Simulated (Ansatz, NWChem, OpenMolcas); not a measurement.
## Computed against measured: dipole moment

6 molecules with halogens; the dipole moment in D, computed less measured. Shapes, held fixed at every level: PBE0-D4/def2-TZVP. No vibrational averaging. Dipoles are compared by magnitude; molecules under 1 D, whose direction can flip, are left out. Programs: Ansatz 0.2.0, NWChem 7.3.0, OpenMolcas 26.06. A level may come from different programs for different species; with the same settings they agree closely. Measured values: NIST CCCBDB.

Levels: A = HF/def2-SVP; B = PBE0/def2-SVP; C = B3LYP/6-31G* (spherical functions).

```tsv
molecule	measured	A	B	C
CuF (fluorocopper)	5.77	+0.68	-0.54	-1.66
CH2Br2 (dibromomethane)	1.43	+0.25	+0.05	+0.21
SCl2O2 (sulfuryl chloride)	1.81	+0.48	-0.18	-0.33
C2H3Br (vinyl bromide)	1.42	+0.23	-0.06	+0.12
C2H4F2 (1,1-difluoroethane)	2.27	+0.25	-0.13	-0.33
C2H5Br (SMILES CCBr)	2.03	+0.26	+0.01	+0.21
```

(1) Which level does best on this set, which worst, and which err to one side?

Results:

(1) 
| level | kind | mean error | mean absolute error | worst case |
| --- | --- | --- | --- | --- |
| HF/def2-SVP | Hartree–Fock | +0.358 | 0.358 | CuF |
| PBE0/def2-SVP | global hybrid | -0.142 | 0.162 | CuF |
| B3LYP/6-31G* (spherical functions) | global hybrid | -0.297 | 0.477 | CuF |

On this set PBE0/def2-SVP has the smallest mean absolute error and B3LYP/6-31G* (spherical functions) the largest. Without CuF the largest would be that of HF/def2-SVP. HF/def2-SVP is too high in 6 of 6; PBE0/def2-SVP is too low in 4 of 6; B3LYP/6-31G* (spherical functions) is too low in 3 of 6. The levels differ in basis as well as in method. Relativity is left out for Br, Cu. The set is small.

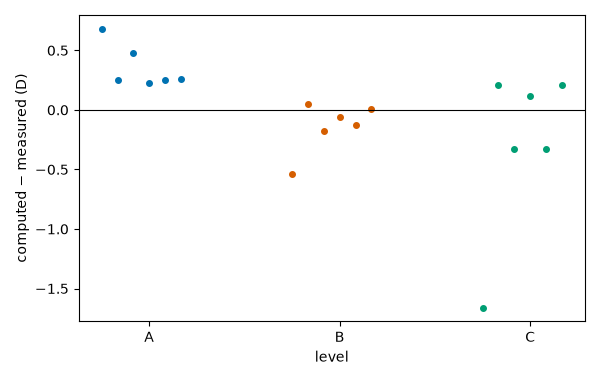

Errors of each level, one point a molecule.
